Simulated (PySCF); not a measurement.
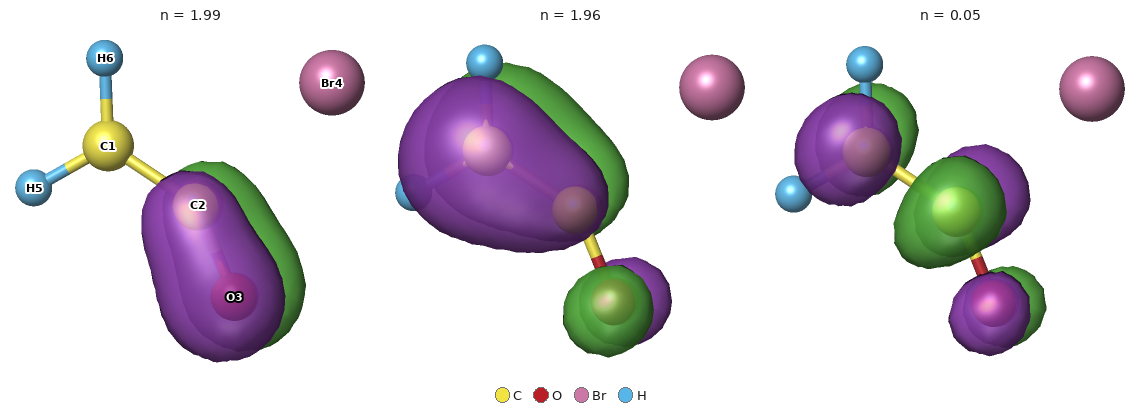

C$_{2}$H$_{2}$BrO, charge −1, SMILES `C=C([O-])Br`. Natural orbitals of the π active space, CASSCF(4,3), singlet state, in order of falling occupation.

Method: def2-SVP basis; geometry: GFN2-xTB; program: PySCF. No frequency check shows the geometry to be a minimum. GFN2-xTB bond lengths at metals and heavier atoms can be off by up to 0.1 Å and shapes distorted, which carries into these values. The basis has no diffuse functions, which an anion needs.

Input

```python
import numpy as np
from pyscf import gto, scf, dft, mcscf, mrpt
from pyscf.mcscf import avas

def solve(mol, dm0=None, hcore=None):
    mf = scf.ROHF(mol) if mol.spin else scf.RHF(mol)
    mf = mf.density_fit(auxbasis='def2-universal-jkfit')
    mf.conv_tol, mf.max_cycle = 1e-8, 80
    if hcore is not None:
        mf.get_hcore = lambda *args: hcore
    mf.kernel(dm0)
    if not mf.converged:
        mf = mf.newton().run(mf.mo_coeff, mf.mo_occ, max_cycle=30)
    assert mf.converged, 'SCF not converged'
    return mf

mol = gto.M(atom='''
C      1.70098    -1.15411     0.00000
C      1.28940     0.10198     0.00000
O      1.64574     1.24902     0.00000
Br    -0.99782    -0.00975     0.00000
H      2.76711    -1.33542     0.00000
H      1.04850    -2.00276     0.00000
''', basis='def2-svp', charge=-1, spin=0, verbose=4)
mf = solve(mol)
ncas, nel, orbs = avas.avas(mf, ['C 2pz', 'O 2pz'], threshold=0.5, openshell_option=3)
print('active space', nel, ncas)
assert 2 <= ncas <= 10, 'active space too large or empty'
mc = mcscf.CASSCF(mf, ncas, nel)
mc.natorb, mc.max_cycle_macro = True, 60
mc.fix_spin_(ss=mol.spin / 2 * (mol.spin / 2 + 1))
mc.kernel(orbs)
occ = mc.mo_occ[mc.ncore:mc.ncore + ncas]
print('natural occupations', occ.round(4))
e2 = mrpt.NEVPT(mc).kernel()
out = dict(c=mc.mo_coeff[:, mc.ncore:mc.ncore + ncas], occ=occ, e=mc.e_tot, e2=e2, ehf=mf.e_tot, ok=mc.converged, nel=nel, w0=abs(mc.ci).max() ** 2, dm=mc.make_rdm1())
# the other spin state at the same geometry
other = mol.copy().set(spin=2).build()
mo = scf.ROHF(other).density_fit(auxbasis='def2-universal-jkfit').run()
na = (nel + other.spin) // 2
m2 = mcscf.CASSCF(mo, ncas, (na, nel - na))
m2.natorb = True
m2.fix_spin_(ss=other.spin / 2 * (other.spin / 2 + 1))
m2.kernel(mc.mo_coeff)
e2o = mrpt.NEVPT(m2).kernel()
print('other state above this one / eV: CASSCF', (m2.e_tot - mc.e_tot) * 27.211386, 'NEVPT2', (m2.e_tot + e2o - mc.e_tot - e2) * 27.211386)
np.savez('result.npz', eo=m2.e_tot, e2o=e2o, oko=m2.converged, occo=m2.mo_occ[mc.ncore:mc.ncore + ncas], co=m2.mo_coeff[:, mc.ncore:mc.ncore + ncas], **out)
```

Command:

```sh
OMP_NUM_THREADS=1 python input.py
```

The run took 29 s on 1 thread of AMD EPYC 7R13 Processor (Zen 3) (shared host), peak memory 0.3 GiB.

Q: How multiconfigurational is the state?

A: The leading determinant weighs 0.97; the effective number of unpaired electrons, Σ n²(2−n)², is 0.02; the most occupied of the weakly occupied orbitals holds 0.05 e, as in an ordinary closed-shell π system. The active space lowers the energy by 0.58 eV against Hartree–Fock.

Q: Where does the lowest triplet lie relative to the singlet, at this geometry and within this active space?

A: 5.64 eV above it by strongly contracted NEVPT2 (+5.29 eV by CASSCF); a small basis tends to put such gaps a few tenths of an eV too high. This is a vertical energy for π states alone; a state that uses lone pairs or σ orbitals may lie lower.
